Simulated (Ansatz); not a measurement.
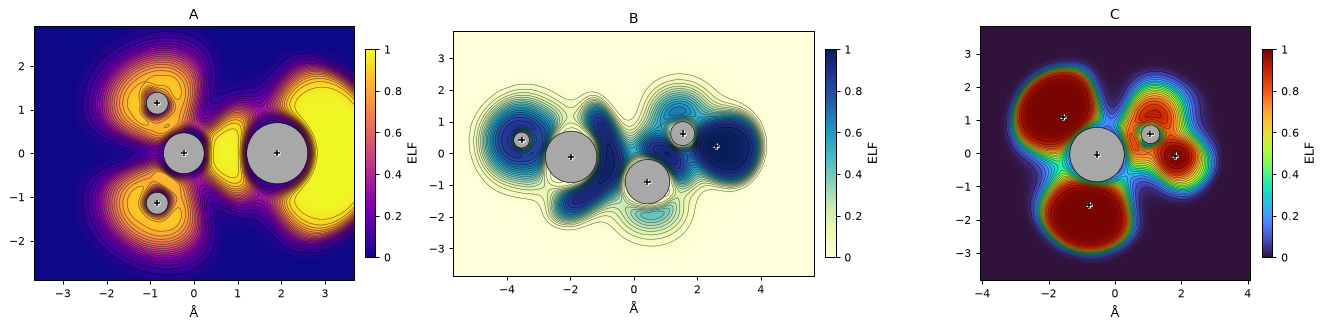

The ELF of 3 systems, each on a plane through atoms (crosses mark nuclei in the plane; grey discs cover the cores).

Computed with isolated molecule in a Gaussian basis; Kohn-Sham density functional theory, functional PBE0 in Ansatz.

System 1: BF$_{2}$Si (charge +1), the molecular plane. Geometry: PBE0-D3(BJ)/def2-SVP.

```xyz
4

B    -0.6463    0.2188   -0.3920
F    -1.2677    1.2071    0.1726
F    -0.5666    0.0531   -1.6756
Si    0.3035   -1.2231    0.8695
```

System 2: GeH$_{3}$O (SMILES [OH][GeH2+]) (charge +1), the molecular plane. Geometry: B3LYP/6-31G*.

```xyz
5

Ge   -0.3947   -0.0524   -0.3627
O     0.4055   -1.2673    0.5548
H     0.4004    0.2971   -1.6206
H    -1.7315    0.5191    0.1366
H    -0.0122   -1.5724    1.3852
```

System 3: CH$_{5}$AlFSi (charge +1), the plane of atoms Si4, C1 and H6. Geometry: BLYP-D3(BJ)/def2-SVP.

| atom | x (Å) | y (Å) | z (Å) |
| --- | --- | --- | --- |
| C | 0.6298 | -1.6833 | -0.0125 |
| Al | 2.1282 | 0.4038 | -2.5224 |
| F | 2.7252 | 1.8705 | -2.9780 |
| Si | 1.2045 | -1.8367 | -1.7927 |
| H | 1.4618 | -1.4359 | 0.6744 |
| H | 0.2318 | -2.6815 | 0.2741 |
| H | -0.1860 | -0.9437 | 0.1001 |
| H | 2.4122 | -2.6770 | -2.0478 |
| H | 0.1492 | -2.0008 | -2.8365 |

**Match each panel to its system.**

Panel A is system 1, BF$_{2}$Si: the plane holds B, F and Si. B–F (1.30 Å): the ELF peaks at about 0.85 between the atoms, as expected for a short, strongly polar bond. Panel B is system 3, CH$_{5}$AlFSi: the plane holds C, Al, F, Si and H. Al–F (1.65 Å): the ELF peaks at about 0.85 in the valence shell of F, 0.6 Å from its nucleus, and is about 0.35 at the midpoint. Panel C is system 2, GeH$_{3}$O: the plane holds Ge, O and H. Ge–O (1.72 Å): the ELF peaks at about 0.80 in the valence shell of O, 0.6 Å from its nucleus, and is about 0.30 at the midpoint.
